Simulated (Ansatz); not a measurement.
# AlClFH3O: the cost of one run

Method: RKS PBE0-D4/def2-SVP, in Ansatz 0.2.0.

## 1. Starting point

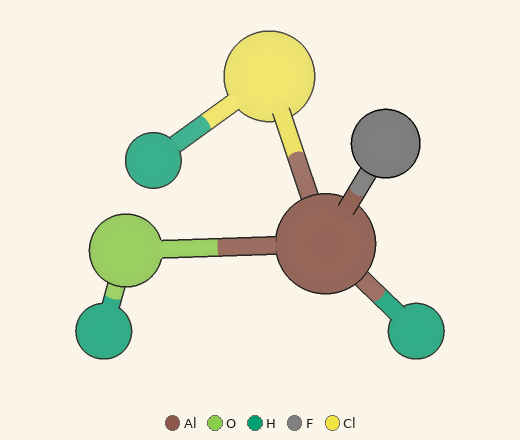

Start, viewed from a chosen angle; aluminium brown, oxygen green, hydrogen teal, fluorine grey, chlorine yellow.

Structure file:

```xyz
7

Al    0.0000    0.0000    0.0000
O     0.0000    0.0000    2.1300
H    -0.9095   -0.2814    2.4671
F     1.4635    0.0000   -0.8450
H    -1.3510    0.0000   -0.7800
Cl    0.1134    2.3983    0.7978
H     0.0597    1.2630    1.9417
```

## 2. A restrained relaxation towards end A

Springs on the bonds that form and break draw the guess towards this end; the thresholds are loose.

Input file input.yaml:

```yaml
crystal:
  periodic: [false, false, false]
  atoms:
    - { symbol: Al, position_ang: [0.0, 0.0, 0.0] }
    - { symbol: O, position_ang: [0.0, 0.0, 2.13] }
    - { symbol: H, position_ang: [-0.9095, -0.2814, 2.4671] }
    - { symbol: F, position_ang: [1.4635, 0.0, -0.845] }
    - { symbol: H, position_ang: [-1.351, 0.0, -0.78] }
    - { symbol: Cl, position_ang: [0.1134, 2.3983, 0.7978] }
    - { symbol: H, position_ang: [0.0597, 1.263, 1.9417] }
basis:
  gaussian: { orbitals: def2-SVP }
hamiltonian:
  xc: pbe0
  dispersion: d4
relax:
  f_tol: 0.15
  max_steps: 25
  restrain:
    - { distance: [0, 5], at: 3.43, k: 30.0 }
    - { distance: [6, 1], at: 2.21, k: 30.0 }
    - { distance: [0, 1], at: 1.78, k: 30.0 }
    - { distance: [6, 5], at: 1.37, k: 30.0 }
```

The run is started by

```
$ ansatz run input.yaml --threads 2 --pin off --max-ram 3072MiB --backend cpu --events-out ev --progress --plain --runs-dir out
```

Q: Estimate wall time and peak memory on 2 threads of Arm Neoverse V2, shared host.

About 13 s, with a peak of 0.15 GiB.
